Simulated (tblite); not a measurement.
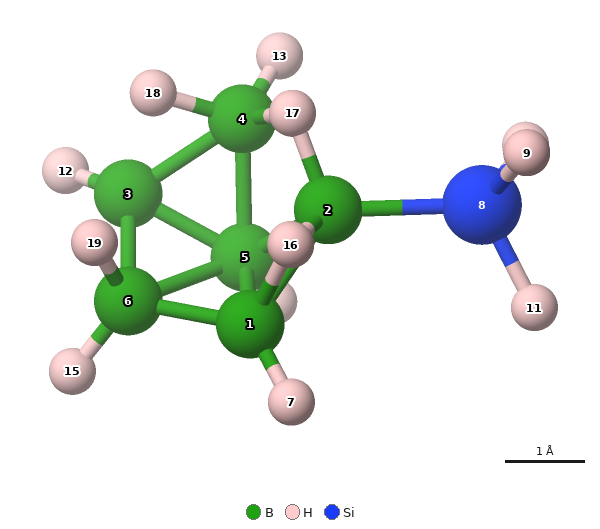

*The input geometry (ball-and-stick view, seen at a tilt; atoms are numbered from 1 in the order of the input).*

Bond lengths as drawn: B–B 1.67 to 1.88 Å, B–H 1.17 to 1.42 Å, B–Si 1.96 Å and H–Si 1.47 to 1.48 Å.

B$_{6}$SiH$_{12}$: saddle-point search

The run: saddle-point search of B$_{6}$SiH$_{12}$ (nido-B6H10 (SiH3 for H, site a on B)). Method and program: GFN2-xTB saddle search (eigenvector following) and harmonic vibrations, gas phase (tblite 0.8.0).

Input file:
```
{"job": {"xc": "GFN2-xTB", "basis": "xTB", "kind": "saddle"}, "charge": 0, "multiplicity": 1}
B     -0.488471    -1.306740    -0.608906
B     -0.760381     0.167559     0.355122
B      1.714238     0.309448    -1.158905
B      0.726781     1.298230    -0.071420
B      0.887390    -0.471222     0.102096
B      0.772589    -1.047632    -1.680109
H     -1.060664    -2.288636    -0.312981
Si    -1.721816     0.268136     2.064797
H     -3.028897     0.959896     1.944052
H     -1.012285     1.027796     3.110810
H     -2.053756    -1.029705     2.675607
H      2.814311     0.581681    -1.447347
H      1.118186     2.102106     0.694973
H      1.520381    -1.042845     0.912925
H      1.366804    -1.962367    -2.138887
H     -1.461497    -0.271650    -0.603590
H     -0.588871     1.393498    -0.101342
H      0.973165     1.611974    -1.251787
H      0.282792    -0.299528    -2.485106
```

The first line tells a small driver script what to run in tblite; the rest is the geometry in Å.

Machine: 1 CPU thread, shared host.

Run as:
```bash
OMP_NUM_THREADS=1 python <driver script> task.json out
```

Log:
```
step      E/eV     max force
  0    -412.24185   0.0203
  1    -412.24082   0.0977
  2    -412.24136   0.0354
  3    -412.24115   0.0169
  4    -412.24118   0.0054
  5    -412.24118   0.0114
  6    -412.24119   0.0017
lowest wavenumbers (cm-1): -228.8 49.1 127.1 133.7 249.6 287.7
```

Trajectory as extended XYZ (Å, eV, eV/Å), 7 frames, from step=0 to step=6:
```
19
Properties=species:S:1:pos:R:3:forces:R:3 step=0 energy=-412.24185
B    -0.4885   -1.3067   -0.6089    0.0040   0.0020  -0.0070
B    -0.7604    0.1676    0.3551   -0.0010   0.0010  -0.0010
B     1.7142    0.3094   -1.1589    0.0040   0.0070  -0.0010
B     0.7268    1.2982   -0.0714   -0.0010  -0.0010   0.0040
B     0.8874   -0.4712    0.1021   -0.0010  -0.0020   0.0030
B     0.7726   -1.0476   -1.6801    0.0050   0.0010  -0.0010
H    -1.0607   -2.2886   -0.3130    0.0000   0.0010  -0.0080
Si   -1.7218    0.2681    2.0648    0.0020   0.0000   0.0000
H    -3.0289    0.9599    1.9441    0.0020   0.0010   0.0010
H    -1.0123    1.0278    3.1108    0.0020  -0.0010   0.0000
H    -2.0538   -1.0297    2.6756    0.0010   0.0000  -0.0010
H     2.8143    0.5817   -1.4473   -0.0050   0.0030   0.0010
H     1.1182    2.1021    0.6950   -0.0010   0.0020  -0.0010
H     1.5204   -1.0428    0.9129   -0.0040  -0.0020   0.0030
H     1.3668   -1.9624   -2.1389    0.0070   0.0030  -0.0010
H    -1.4615   -0.2716   -0.6036   -0.0050   0.0070   0.0020
H    -0.5889    1.3935   -0.1013    0.0010   0.0030  -0.0020
H     0.9732    1.6120   -1.2518    0.0040  -0.0100  -0.0020
H     0.2828   -0.2995   -2.4851   -0.0120  -0.0130   0.0100
19
Properties=species:S:1:pos:R:3:forces:R:3 step=1 energy=-412.24082
B    -0.5003   -1.3083   -0.6190   -0.0130  -0.0040   0.0080
B    -0.7567    0.1644    0.3570    0.0020   0.0030   0.0010
B     1.6995    0.3026   -1.1611   -0.0040   0.0030  -0.0460
B     0.7141    1.3063   -0.0782    0.0000   0.0020   0.0050
B     0.8908   -0.4625    0.1074    0.0000  -0.0060   0.0160
B     0.7609   -1.0758   -1.6686   -0.0040   0.0440  -0.0630
H    -1.0706   -2.2833   -0.2924    0.0060   0.0070  -0.0100
Si   -1.7189    0.2596    2.0665   -0.0030   0.0000   0.0090
H    -3.0091    0.9855    1.9550    0.0080  -0.0040   0.0020
H    -0.9931    0.9847    3.1267   -0.0050  -0.0050  -0.0070
H    -2.0840   -1.0403    2.6548    0.0020   0.0090  -0.0040
H     2.7869    0.5769   -1.4920   -0.0170  -0.0060   0.0110
H     1.1149    2.1096    0.6841   -0.0010  -0.0020   0.0000
H     1.5178   -1.0244    0.9296   -0.0020   0.0030   0.0020
H     1.3725   -1.9812   -2.1230   -0.0030   0.0030   0.0010
H    -1.4561   -0.2700   -0.6095   -0.0020   0.0010   0.0000
H    -0.5959    1.3990   -0.0970   -0.0010   0.0010  -0.0020
H     0.9504    1.6223   -1.2567    0.0000   0.0010   0.0030
H     0.3767   -0.2651   -2.4835    0.0370  -0.0520   0.0740
19
Properties=species:S:1:pos:R:3:forces:R:3 step=2 energy=-412.24136
B    -0.4914   -1.3073   -0.6122    0.0080   0.0020  -0.0060
B    -0.7603    0.1674    0.3544   -0.0010  -0.0010  -0.0010
B     1.7062    0.3092   -1.1630    0.0020   0.0020   0.0170
B     0.7193    1.3017   -0.0753    0.0000  -0.0010   0.0000
B     0.8881   -0.4659    0.1057    0.0000   0.0020  -0.0050
B     0.7727   -1.0603   -1.6727    0.0030  -0.0170   0.0250
H    -1.0651   -2.2860   -0.3083   -0.0010  -0.0030   0.0000
Si   -1.7198    0.2637    2.0653    0.0000   0.0010   0.0020
H    -3.0130    0.9832    1.9554    0.0020   0.0000   0.0010
H    -0.9950    0.9936    3.1222    0.0000  -0.0010  -0.0010
H    -2.0776   -1.0363    2.6569    0.0000   0.0020  -0.0010
H     2.8013    0.5837   -1.4655    0.0050   0.0040  -0.0020
H     1.1150    2.1082    0.6862   -0.0010   0.0010  -0.0010
H     1.5185   -1.0303    0.9235   -0.0010  -0.0020  -0.0010
H     1.3745   -1.9718   -2.1276    0.0050   0.0010  -0.0010
H    -1.4603   -0.2693   -0.6073   -0.0010   0.0020   0.0020
H    -0.5939    1.3974   -0.1010    0.0010   0.0010  -0.0010
H     0.9616    1.6121   -1.2572    0.0030  -0.0060  -0.0020
H     0.3192   -0.2931   -2.4794   -0.0220   0.0140  -0.0240
19
Properties=species:S:1:pos:R:3:forces:R:3 step=3 energy=-412.24115
B    -0.4944   -1.3103   -0.6157   -0.0030  -0.0010   0.0020
B    -0.7593    0.1641    0.3551    0.0000   0.0010   0.0000
B     1.6997    0.3082   -1.1632   -0.0020   0.0010  -0.0080
B     0.7116    1.3050   -0.0782    0.0000   0.0000   0.0010
B     0.8899   -0.4620    0.1077    0.0000  -0.0010   0.0030
B     0.7681   -1.0711   -1.6683    0.0000   0.0070  -0.0120
H    -1.0650   -2.2873   -0.2982    0.0010   0.0010  -0.0020
Si   -1.7183    0.2612    2.0661   -0.0050   0.0010   0.0100
H    -2.9981    1.0065    1.9626    0.0090  -0.0050   0.0020
H    -0.9806    0.9666    3.1313   -0.0060  -0.0060  -0.0070
H    -2.1015   -1.0384    2.6438    0.0020   0.0100  -0.0040
H     2.7901    0.5835   -1.4820   -0.0020  -0.0010   0.0020
H     1.1089    2.1128    0.6810    0.0000   0.0000   0.0000
H     1.5188   -1.0220    0.9297   -0.0010   0.0000   0.0000
H     1.3789   -1.9774   -2.1215   -0.0010   0.0010   0.0000
H    -1.4587   -0.2730   -0.6083    0.0000   0.0000   0.0000
H    -0.5989    1.3975   -0.1023    0.0000   0.0000  -0.0010
H     0.9522    1.6147   -1.2598    0.0010  -0.0010   0.0010
H     0.3565   -0.2788   -2.4797    0.0060  -0.0090   0.0130
19
Properties=species:S:1:pos:R:3:forces:R:3 step=4 energy=-412.24118
B    -0.4933   -1.3109   -0.6153    0.0010   0.0000  -0.0010
B    -0.7595    0.1637    0.3550    0.0000   0.0000   0.0000
B     1.6987    0.3097   -1.1645   -0.0010   0.0000   0.0020
B     0.7104    1.3045   -0.0779    0.0000   0.0000   0.0000
B     0.8900   -0.4617    0.1080    0.0000   0.0010  -0.0010
B     0.7695   -1.0708   -1.6680    0.0000  -0.0030   0.0040
H    -1.0636   -2.2883   -0.2992    0.0000  -0.0010   0.0000
Si   -1.7181    0.2615    2.0662   -0.0020   0.0000   0.0030
H    -2.9945    1.0120    1.9641    0.0030  -0.0020   0.0010
H    -0.9781    0.9615    3.1327   -0.0020  -0.0020  -0.0020
H    -2.1069   -1.0373    2.6412    0.0010   0.0030  -0.0010
H     2.7895    0.5849   -1.4817    0.0010   0.0000   0.0000
H     1.1074    2.1134    0.6803    0.0000   0.0000   0.0000
H     1.5195   -1.0210    0.9300    0.0000   0.0000   0.0000
H     1.3805   -1.9769   -2.1213    0.0000   0.0000   0.0000
H    -1.4590   -0.2740   -0.6079    0.0000   0.0000   0.0000
H    -0.5998    1.3972   -0.1035    0.0000   0.0000   0.0000
H     0.9523    1.6127   -1.2604    0.0000   0.0000   0.0000
H     0.3551   -0.2803   -2.4779   -0.0020   0.0030  -0.0040
19
Properties=species:S:1:pos:R:3:forces:R:3 step=5 energy=-412.24118
B    -0.4876   -1.3157   -0.6127   -0.0040  -0.0010   0.0020
B    -0.7614    0.1600    0.3543    0.0000   0.0010   0.0000
B     1.6978    0.3158   -1.1639    0.0050   0.0000   0.0000
B     0.7047    1.3038   -0.0777    0.0000   0.0000  -0.0010
B     0.8904   -0.4608    0.1079   -0.0020  -0.0010   0.0020
B     0.7723   -1.0677   -1.6682    0.0080   0.0040  -0.0070
H    -1.0541   -2.2958   -0.2978    0.0000   0.0030   0.0000
Si   -1.7175    0.2636    2.0665   -0.0040   0.0010   0.0070
H    -2.9779    1.0425    1.9717    0.0080  -0.0050   0.0010
H    -0.9627    0.9375    3.1397   -0.0050  -0.0040  -0.0060
H    -2.1344   -1.0324    2.6287    0.0020   0.0070  -0.0020
H     2.7907    0.5908   -1.4752   -0.0020  -0.0010  -0.0010
H     1.0969    2.1179    0.6773    0.0000   0.0000   0.0000
H     1.5225   -1.0191    0.9285    0.0000   0.0000   0.0020
H     1.3869   -1.9715   -2.1213   -0.0010  -0.0010   0.0010
H    -1.4612   -0.2824   -0.6048    0.0000   0.0000   0.0000
H    -0.6044    1.3932   -0.1110    0.0000   0.0000   0.0010
H     0.9537    1.6053   -1.2630   -0.0010   0.0020   0.0000
H     0.3450   -0.2851   -2.4790   -0.0030  -0.0050   0.0010
19
Properties=species:S:1:pos:R:3:forces:R:3 step=6 energy=-412.24119
B    -0.4914   -1.3127   -0.6139    0.0000   0.0000   0.0000
B    -0.7597    0.1624    0.3551    0.0000   0.0000   0.0000
B     1.6974    0.3116   -1.1652    0.0000  -0.0010  -0.0010
B     0.7075    1.3053   -0.0791    0.0000   0.0000   0.0000
B     0.8908   -0.4601    0.1084    0.0000   0.0000   0.0000
B     0.7704   -1.0718   -1.6668    0.0000   0.0010  -0.0010
H    -1.0599   -2.2907   -0.2959    0.0000   0.0000   0.0000
Si   -1.7180    0.2613    2.0664    0.0000   0.0000   0.0010
H    -2.9845    1.0288    1.9687    0.0010  -0.0010   0.0000
H    -0.9703    0.9439    3.1384    0.0000   0.0000   0.0000
H    -2.1242   -1.0363    2.6314    0.0000   0.0010   0.0000
H     2.7878    0.5875   -1.4833    0.0000   0.0000   0.0000
H     1.1034    2.1164    0.6774    0.0000   0.0000   0.0000
H     1.5213   -1.0175    0.9308    0.0000   0.0000   0.0000
H     1.3836   -1.9768   -2.1192    0.0000   0.0000   0.0000
H    -1.4589   -0.2773   -0.6070    0.0000   0.0000   0.0000
H    -0.6022    1.3962   -0.1057    0.0000   0.0000   0.0000
H     0.9501    1.6113   -1.2625    0.0000   0.0010   0.0000
H     0.3568   -0.2815   -2.4780    0.0010  -0.0010   0.0010
```

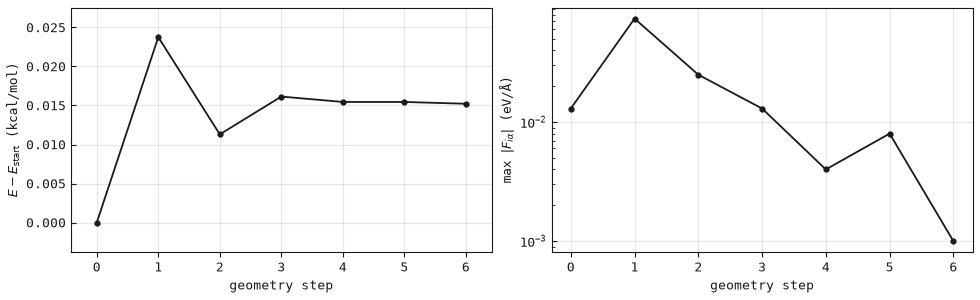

*Progress of the saddle-point search, step by step (steps are counted from 0).*

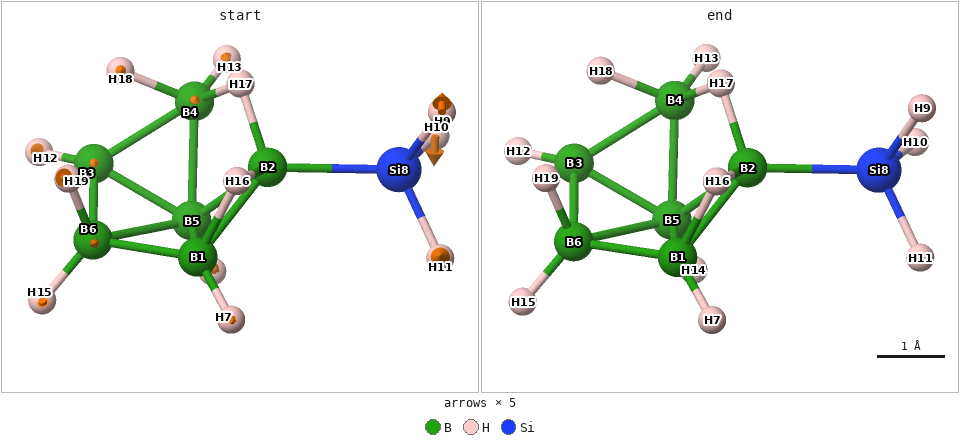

*Before (left) and after (right) the saddle-point search, at one scale (ball-and-stick view, seen at a tilt). The orange arrows give the displacements, magnified 5 times.*

The atom that moves furthest after the best rigid fit is H10 (0.098 Å). By element the largest moves are H 0.098 Å, B 0.028 Å, Si 0.008 Å. Among the contacts that change: B1–B5 1.760 → 1.777 Å, B1–B6 1.675 → 1.661 Å, B3–B6 1.732 → 1.739 Å, B2–H17 1.319 → 1.326 Å. Among the angles that change: B3–B6–H19 86.3° → 81.7°, B1–B6–H19 102.6° → 105.1°. The energy rises by 0.02 kcal/mol in 6 geometry steps. The largest force component goes from 0.013 to 0.001 eV/Å. (Atoms are counted from 1 in the order of the input.)

Key numbers:

| quantity | value |
| --- | --- |
| outcome | converged |
| total energy | −412.2412 eV |
| point group | C1 |
| wall time | 4.8 s |
| peak memory | 0.19 GiB |
